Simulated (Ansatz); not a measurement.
```csv
atom,x (Å),y (Å),z (Å)
C,0.8596,-0.3417,-0.5751
C,-0.1828,0.6452,-0.6273
C,-0.1757,-0.3968,0.4190
B,-1.2698,0.6134,0.3904
```

Geometry: PBE0-D3(BJ)/def2-SVP.

Computed with isolated molecule in a Gaussian basis; Kohn-Sham density functional theory, functional PBE0 (Ansatz).

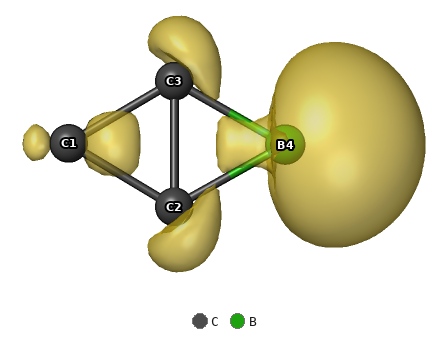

C₃B (doublet). Isosurface of the spin density at +0.03 e/Å³ (yellow), seen across its widest extent.

### Where is the unpaired spin?

The unpaired spin (1 electron) lies mostly on B4 (about 0.9), in electrons by Hirshfeld's partition.
